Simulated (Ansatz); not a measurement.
Computed against measured: atomisation enthalpy at 298 K

10 molecules with two or more fluorines; the atomisation enthalpy at 298 K in kJ/mol, computed less measured. Shapes, held fixed at every level: PBE0-D4/def2-TZVP. Flexible molecules stand in one conformer, not always the lowest. Thermal terms are harmonic and unscaled (PBE0-D4/def2-TZVP); the spin-orbit lowering of the free atoms is taken from their spectra. Programs: Ansatz 0.2.0. Measured values: Active Thermochemical Tables, CRC Handbook of Chemistry and Physics, NIST-JANAF tables.

Levels: A = PBE-D4/def2-TZVPP; B = r2SCAN-D4/def2-TZVPP; C = B3LYP-D4/def2-TZVPP; D = B2PLYP/def2-TZVPP.

| molecule | from tabulated heats | A | B | C | D |
| --- | --- | --- | --- | --- | --- |
| BF3 (boron trifluoride) | 1944 | +51 | +10 | -19 | -13 |
| S2F2 (Difluorodisulfane) | 1049 | +97 | +13 | -28 | -52 |
| CF4 (tetrafluoromethane) | 1968 | +113 | +20 | -30 | -30 |
| CH2F2 (difluoromethane) | 1763 | +58 | +1 | -8 | -19 |
| CHBrF2 (bromodifluoromethane) | 1630 | +90 | +19 | -15 | -24 |
| GeF4 (tetrafluorogermane) | 1880 | +56 | +20 | -36 | -10 |
| PF5 (pentafluorophosphorane) | 2308 | +46 | -10 | -67 | -61 |
| C2Cl3F3 (1,1,2-trichlorotrifluoroethane) | 2753 | +195 | +51 | -46 | -64 |
| C2H3F3 (SMILES CC(F)(F)F) | 3070 | +116 | +25 | -12 | -29 |
| C4F8 (octafluorocyclobutane) | 5045 | +353 | +81 | -41 | -67 |

(1) Sum up the errors.

Answers

(1) 
```tsv
level	kind	mean error	mean absolute error	worst case
PBE-D4/def2-TZVPP	GGA	+117.5	117.5	C4F8
r2SCAN-D4/def2-TZVPP	meta-GGA	+23.0	25.0	C4F8
B3LYP-D4/def2-TZVPP	global hybrid	-30.2	30.2	PF5
B2PLYP/def2-TZVPP	double hybrid	-36.9	36.9	C4F8
```

On this set r2SCAN-D4/def2-TZVPP has the smallest mean absolute error and PBE-D4/def2-TZVPP the largest. PBE-D4/def2-TZVPP is too high in 10 of 10; r2SCAN-D4/def2-TZVPP is too high in 9 of 10; B3LYP-D4/def2-TZVPP is too low in 10 of 10; B2PLYP/def2-TZVPP is too low in 10 of 10. The heats of GeF4, PF5, C2Cl3F3, C2H3F3, C4F8 come from older tables and can be uncertain by 10 kJ/mol or more. Heats of the atoms come from ATcT where it has them, that of boron, 570 kJ/mol, from recent work. With so many references in doubt the order of the levels isn't settled. The tabulated value of S2F2 is in doubt (older tables, estimates, or at odds with other calculations) and kept here. Over the 9 molecules whose values aren't doubted the mean absolute errors are A 119.8; B 26.3; C 30.4; D 35.2. Relativity is left out for Br, Ge. Outer-core shells of Br, Ge are correlated, in sets that cover them unevenly. The set is small.

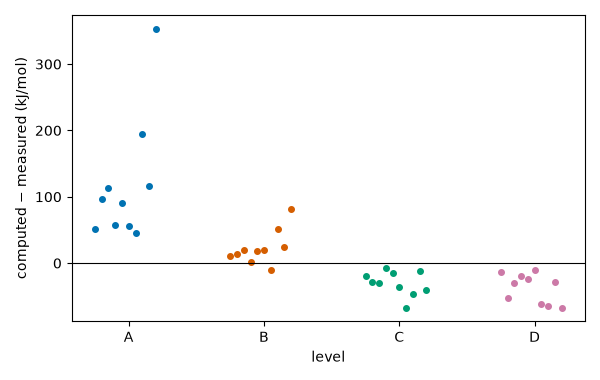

Errors of each level, one point a molecule.
